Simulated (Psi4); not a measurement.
**Two attempts at CH5BN (SMILES B[N]C)**

Aim: the charge distribution of CH5BN at UHF/def2-TZVP (ZORA).

The results are computed with Psi4 1.11.

3 further runs of the same task are left out: 3 set aside as unsound or not needed.

## (1) The structure to begin with

CH5BN has 8 atoms, charge 0, and is taken as a doublet. SMILES: `B[N]C`. Geometry: relaxed at PBE0-D4/def2-TZVP.

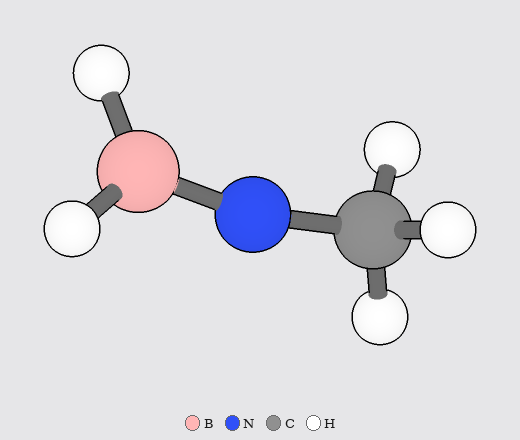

Viewed from a chosen angle; boron pink, nitrogen blue, carbon grey, hydrogen white.

## (2) Try one

ch5bn.dat reads:

```
memory 1600 mb

molecule molecule1 {
  0 2
  B     -0.373900     1.096100    -0.965000
  N      0.058500     0.275600    -0.008700
  C      0.339600    -0.835900     0.776800
  H     -1.007800     0.632300    -1.885400
  H     -0.143000     2.276400    -0.921600
  H     -0.096400    -0.755000     1.778600
  H      1.416200    -1.018200     0.865300
  H     -0.101000    -1.728600     0.304400
  symmetry c1
}

set basis def2-TZVP
set reference uhf
set scf_type pk
set e_conv 1e-08
set relativistic zora

energy_value, wavefunction = energy("scf", return_wfn=True)
oeprop(wavefunction, "DIPOLE", "MULTIPOLE(3)", "WIBERG_LOWDIN_INDICES", "ESP_AT_NUCLEI", title="SCF")
```

Started as:

```
$ psi4 -i ch5bn.dat -o ch5bn.out -n 1
```

ch5bn.out:

```text
Psi4 1.11 release

RuntimeError:
Fatal Error: E_CONV is not a valid option.

Printing out the relevant lines from the Psithon --> Python processed input file:
    ""","molecule1")
    core.IO.set_default_namespace("molecule1")
    core.set_global_option("BASIS", "def2-TZVP")
    core.set_global_option("REFERENCE", "uhf")
    core.set_global_option("SCF_TYPE", "pk")
--> core.set_global_option("E_CONV", 1e-08)
    core.set_global_option("RELATIVISTIC", "zora")
    energy_value, wavefunction = energy("scf", return_wfn=True)
    oeprop(wavefunction, "DIPOLE", "MULTIPOLE(3)", "WIBERG_LOWDIN_INDICES", "ESP_AT_NUCLEI", title="SCF")

!----------------------------------------------------------------------------------!
!                                                                                  !
! Fatal Error: E_CONV is not a valid option.                                       !
!                                                                                  !
!----------------------------------------------------------------------------------!

    Psi4 run time: 0:00:00.01
```

Wall time 0.83 s (1 thread of Intel Xeon 6975P-C (Granite Rapids), shared host); peak memory 0.14 GiB.

## (3) What went wrong

The program refused the input.

The log says `Fatal Error: E_CONV is not a valid option.`. The cause is that the input text is malformed or holds a word that the program doesn't know.

## (4) The mended input

ch5bn.in reads:

```
memory 1.6 GB

molecule molecule1 {
  0 2
  B     -0.373900     1.096100    -0.965000
  N      0.058500     0.275600    -0.008700
  C      0.339600    -0.835900     0.776800
  H     -1.007800     0.632300    -1.885400
  H     -0.143000     2.276400    -0.921600
  H     -0.096400    -0.755000     1.778600
  H      1.416200    -1.018200     0.865300
  H     -0.101000    -1.728600     0.304400
  symmetry c1
}

set {
  basis        def2-TZVP
  reference    uhf
  scf_type     pk
  relativistic zora
}

E, wfn = energy('hf', return_wfn=True)
oeprop(wfn, 'DIPOLE', 'MULTIPOLE(3)', 'WIBERG_LOWDIN_INDICES', 'ESP_AT_NUCLEI')
```

Started as:

```
$ psi4 -n 1 ch5bn.in ch5bn.out
```

ch5bn.out:

```text
[...]
  Running in c1 symmetry.
[...]
  Nuclear repulsion =   63.858645311702894
[...]
  Multiplicity = 2
[...]
  Nalpha       = 12
  Nbeta        = 11
[...]
    Number of basis functions: 123
[...]
   @UHF iter   1:  -119.85645471685753   -8.32004e-01   3.42406e-03 DIIS/ADIIS
[...]
   @UHF iter  12:  -120.00090960671626   -6.26825e-08   4.12530e-07 DIIS
[...]
   @S^2 Observed:                7.790566002E-01
[...]
    Orbital Energies [Eh]
    ---------------------
    Alpha Occupied:
       1A    -15.605880     2A    -11.283863     3A     -7.583876
       4A     -1.231341     5A     -0.941890     6A     -0.708585
       7A     -0.663133     8A     -0.627986     9A     -0.577017
      10A     -0.529925    11A     -0.434391    12A     -0.404419
    Alpha Virtual:
      13A      0.119637    14A      0.125209    15A      0.165847
      16A      0.174063    17A      0.191615    18A      0.223750
      19A      0.225305    20A      0.264502    21A      0.276559
      22A      0.288866    23A      0.319708    24A      0.351872
      25A      0.365807    26A      0.441807    27A      0.503704
[...]
  @UHF Final Energy:  -120.00090960671626
   => Energetics <=
    Nuclear Repulsion Energy =             63.8586453117028938
    One-Electron Energy =                -287.3164543066543501
    Two-Electron Energy =                 103.4568993882351862
    Total Energy =                       -120.0009096067162631
  UHF NO Occupations:
  HONO-2 :   10  A 1.9967031
  HONO-1 :   11  A 1.9930663
[...]
 Multipole Moments:
 ------------------------------------------------------------------------------------
     Multipole            Electronic (a.u.)      Nuclear  (a.u.)        Total (a.u.)
 ------------------------------------------------------------------------------------
 L = 1.  Multiply by 2.5417464519 to convert [e a0] to [Debye]
 Dipole X            :         -0.1528320            0.3450458            0.1922138
 Dipole Y            :          1.4501545           -2.0721516           -0.6219970
 Dipole Z            :         -0.6689745            1.1664878            0.4975133
 Magnitude           :                                                    0.8193570
[...]
```

It took 36 s on 1 thread of Intel Xeon 6975P-C (Granite Rapids), shared host; peak memory 0.9 GiB.

## (5) What came out

At UHF/def2-TZVP (ZORA):

```
                          quantity          value
                      total energy  -120.00091 Eh
                     dipole moment         2.08 D
HOMO energy (highest over α and β)      -10.63 eV
 LUMO energy (lowest over α and β)        2.58 eV
                              ⟨S²⟩          0.779
```
